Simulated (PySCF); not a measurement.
CH6OSSi2, SMILES O=C[SiH2][SiH2]S, GFN2-xTB optimised geometry. Atoms within 1.6 Å of the plane z = 0.6 Å (x, y, z in Å): O1 (1.36, -2.12, 0.00), C2 (0.15, -2.12, 0.00), Si3 (-0.83, -0.48, 0.00), Si4 (0.88, 1.08, 0.02), S5 (0.07, 3.09, -0.05), H6 (-0.39, -3.09, 0.00), H8 (-1.71, -0.53, 1.18), H9 (1.72, 1.06, 1.22), H11 (-0.58, 3.04, 1.11).

Computed with PySCF with CAM-B3LYP/def2-TZVP.

Map of the electrostatic potential (hartree/e), clipped to [-0.08, 0.12] on the plane z = 0.6 Å:

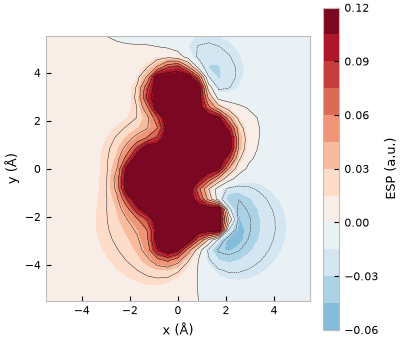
Figure: Electrostatic potential (hartree/e), clipped to [-0.08, 0.12] on the plane z = 0.6 Å.
